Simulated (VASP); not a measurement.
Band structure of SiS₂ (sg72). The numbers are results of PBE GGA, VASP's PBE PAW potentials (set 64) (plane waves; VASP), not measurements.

Without a dispersion term in the relaxation, distances and binding between the weakly bound layers, chains or molecules are unreliable, and so is what depends on them.

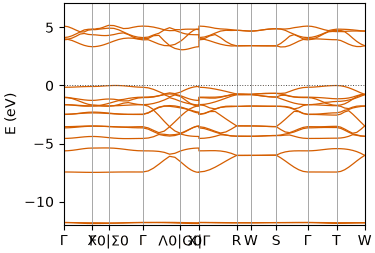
Figure. Bands along high-symmetry lines, zero at the valence-band maximum or, without a gap, the Fermi level

Q: Read the plot: is there a gap, and where are the band edges?

A: The gap is indirect, 3.08 eV, from the valence maximum at Σ0-Γ at 0.14 to the conduction minimum at G0-X at 0.14. (Edges off the drawn lines would not show.)

The compound is SiS2 in the sg72 structure. It was relaxed first, which changed the volume by +27 %.
